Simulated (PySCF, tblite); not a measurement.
# C₇H₆F radical: geometry, infrared bands and EPR parameters

What infrared bands and EPR parameters should C₇H₆F radical (`[C]#C[C@@H]1C[C@]12C[C@@H]2F`) show?

Computed with tblite 0.8.0 and PySCF 2.14.0, with density-fitted response routines of our own, on a single molecule in the gas phase. Atoms are numbered from 0 throughout.

## (1) Starting geometry

14 atoms, charge 0, multiplicity 2; geometry from: force field or distance geometry start.

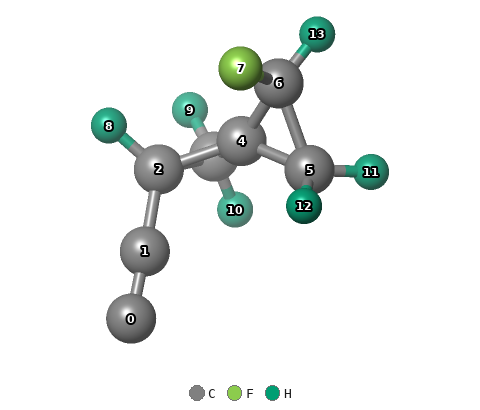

As it starts; carbon grey, fluorine green, hydrogen teal, atoms numbered.

## (2) Optimising the geometry with GFN2-xTB

The job: settings as JSON, then the geometry in Å.

```
{"job": {"kind": "relax", "xc": "GFN2-xTB", "basis": "xTB"}, "charge": 0, "multiplicity": 2}
C      2.373100     1.925800    -0.943600
C      1.734600     1.220700    -0.226400
C      0.988500     0.367400     0.680400
C      0.893400    -1.098500     0.334100
C     -0.208800    -0.260600     0.117300
C     -1.016300     0.052000    -1.052100
C     -1.585300    -0.096100     0.364000
F     -1.969400     1.158800     0.865000
H      1.037100     0.565300     1.771900
H      1.049800    -1.772500     1.240800
H      1.493900    -1.484900    -0.513000
H     -1.401600    -0.765100    -1.715900
H     -1.074700     1.057900    -1.522200
H     -2.315000    -0.870500     0.577700
```

Command:

```bash
$ OMP_NUM_THREADS=1 python probes_run.py task.json out
```

One launch serves the whole session: the jobs run in the order shown.

**Question.** This job is followed by: GFN2-xTB harmonic vibrations, gas phase; UKS B3LYP, pcH-1 on C F H, non-relativistic, mean-field spin-orbit, GIAO. What will the session give for the following? strongest single infrared mode (GFN2-xTB); zero-point energy (GFN2-xTB); g(iso) (B3LYP); ⟨S²⟩; largest a(iso); surface potential, least and greatest.

**Answer**, as computed:

```
                                 quantity                  value
strongest single infrared mode (GFN2-xTB)  2231 cm⁻¹, 116 km/mol
             zero-point energy (GFN2-xTB)          64.1 kcal/mol
                           g(iso) (B3LYP)                2.00378
                                     ⟨S²⟩     0.757 (exact 0.75)
                           largest a(iso)   13C on C0, 626.4 MHz
    surface potential, least and greatest     -1.11 V and 1.24 V
```

Relaxing lowered the energy by 0.635 eV in 75 steps; the close pair that moved most is C3–C4, from 1.401 to 1.480 Å. No mode is imaginary among the 36: a minimum at this level. The strongest single mode, at 2231 cm⁻¹, moves mainly C1 and C0. Unscaled tight-binding wavenumbers are off by several per cent, some by more. Its intensities can rank the bands wrongly. Most of the unpaired spin sits on C0 (0.85 e). The isotropic g lies 1.5 ppt above the free-electron value.
